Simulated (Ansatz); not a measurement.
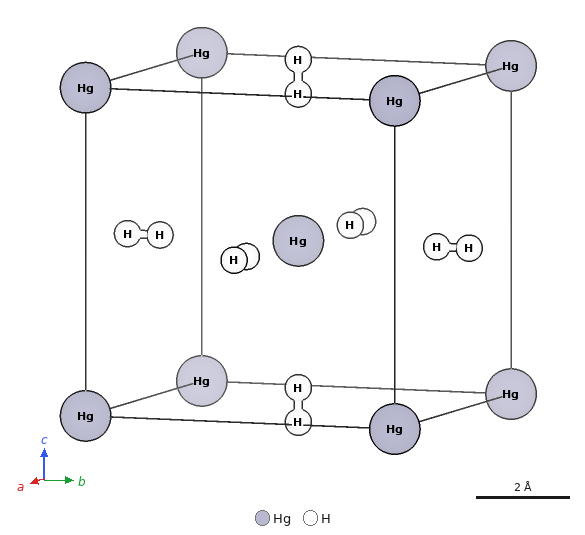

Structure drawing (ball-and-stick), viewed slightly off an axis. The edges of the conventional unit cell are marked. The bonded neighbours beyond the faces are included.

HgH3, space group Pm-3m (No. 221), a = 7.167 Å, b = 7.167 Å, c = 7.167 Å, α = 90.00°, β = 90.00°, γ = 90.00°. The cell started as a random cell made by a generator, so it need not be a real form of the compound. Earlier steps of the study may have refined or changed the cell and positions. Ansatz was used for an electronic-structure calculation on it.

This one geometry was computed with Ansatz (DFT, plane waves, PAW) at three levels of theory: PBE, PBE with spin-orbit coupling and r2SCAN.

**How does the band gap change with the level of theory?**

PBE with spin-orbit coupling: a gap of 4.42 eV, direct; PBE: a gap of 4.85 eV, direct; r2SCAN: a gap of 5.35 eV, direct.

**Collect the results in a table.**

| level | cutoff (eV) | k-mesh of the run's cell | gap (eV) | pressure (GPa) |
| --- | --- | --- | --- | --- |
| PBE | 420 | 4×4×4 | 4.85 | 0.0 |
| PBE with spin-orbit coupling | 420 | 4×4×4 | 4.42 | 0.0 |
| r2SCAN | 500 | 4×4×4 | 5.35 | -0.1 |

Gaps are taken on the k-mesh or band path of each run.
